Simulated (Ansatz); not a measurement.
# BrCl3HIn: what the fields show

The calculation's input:

```
crystal:
  periodic: [false, false, false]
  atoms:
    - { symbol: In, position_ang: [-1.164478, -0.194136, 0.166137] }
    - { symbol: Br, position_ang: [2.728888, -0.39016, -0.160819] }
    - { symbol: Cl, position_ang: [-1.759897, -1.867799, -1.321814] }
    - { symbol: Cl, position_ang: [-1.542402, -0.351929, 2.44837] }
    - { symbol: H, position_ang: [2.076187, 0.908665, -0.420227] }
    - { symbol: Cl, position_ang: [-0.338298, 1.895459, -0.711746] }
basis:
  gaussian: { orbitals: def2-SVP }
hamiltonian:
  xc: pbe0
relax:
  f_tol: 0.03
  max_steps: 50
output:
  orbitals: {}
```

Run with:

```sh
ansatz run input.yaml --threads 2 --pin off --max-ram 3072MiB --backend cpu --events-out ev --progress --plain --runs-dir out
```

The fields are those of the run's last geometry, not of the input's.

Core potentials replace the inner electrons of In.

The calculation used RKS PBE0/def2-SVP (Ansatz).

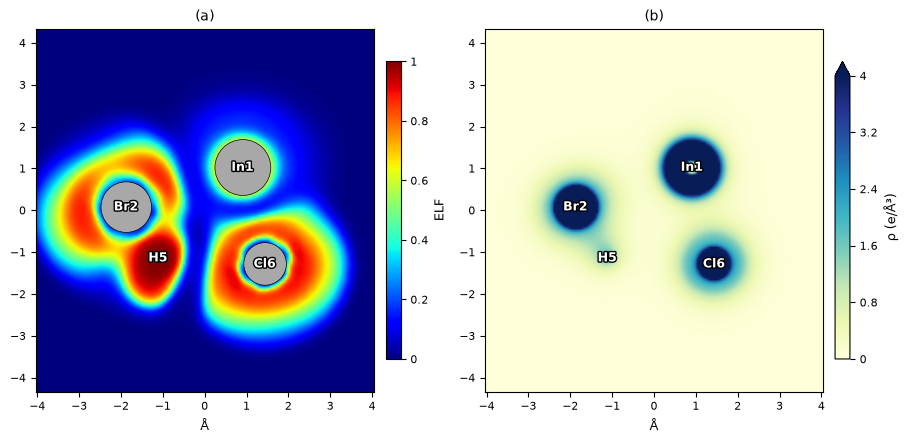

Figure 1. (a) ELF; (b) electron density on the plane of atoms Br2, In1 and Cl6. Grey discs cover the atomic cores in the ELF map.

**Read the bonding off the picture.**

The section cuts through In, Br, H and Cl sites.
In–Br (2.94 Å): ρ is about 0.2 e/Å³ halfway; the ELF peaks at about 0.85 in the valence shell of Br, 1.1 Å from its nucleus, and drops to about 0.10 between the two atoms.
Br–H (1.44 Å): ρ at the midpoint is about 1.6 e/Å³; the ELF climbs to about 1 towards the hydrogen, as it does in any bond to H.
The ELF also peaks beside Cl6 and Br2, away from the bonds: lone-pair regions.

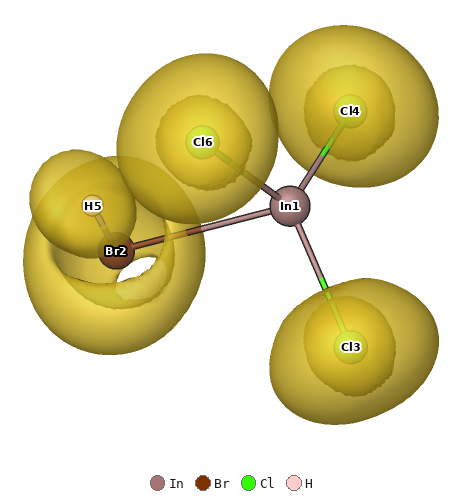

Figure 2. Isosurface of the electron localisation function at 0.75 (yellow), seen at a tilt. Core shells and regions of very low density are left out.

**Describe the localisation domains.**

At this value the surface marks out one region around a hydrogen nucleus, one region wrapped around Br (its valence shell) and three regions wrapped around Cl (the valence shell of each).


In–Cl (2.33 Å): the ELF peaks at about 0.80 in the valence shell of Cl, 0.8 Å from its nucleus, and drops to about 0.15 between the two atoms.

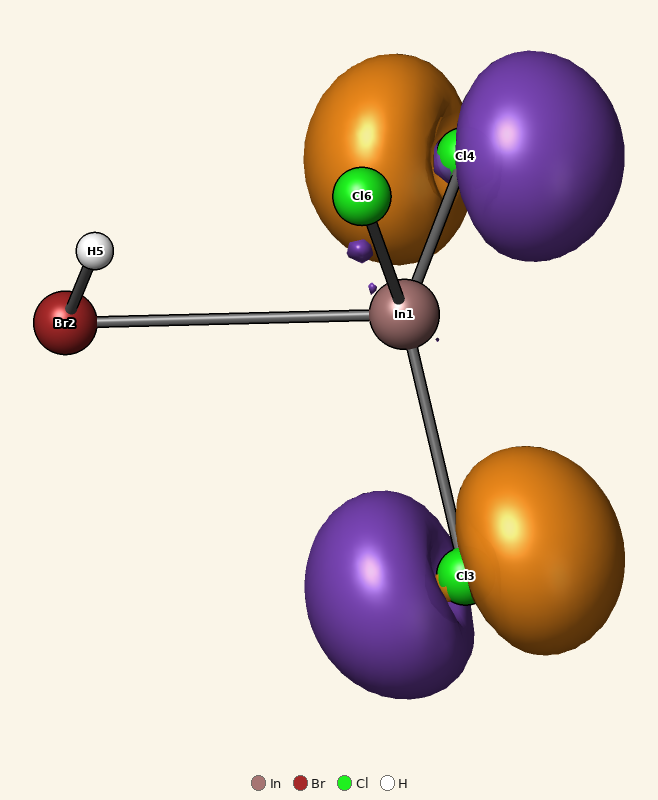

Figure 3. The HOMO−1 at ±0.15 Å⁻³ᐟ² (orange and purple are the two phases), seen at a tilt.

**Describe this orbital and give its energy.**

It lies mainly on Cl3 (about 45 %) and Cl4 (about 45 %); largely a combination of lone pairs on Cl3 and Cl4. Its energy is −9.04 eV.
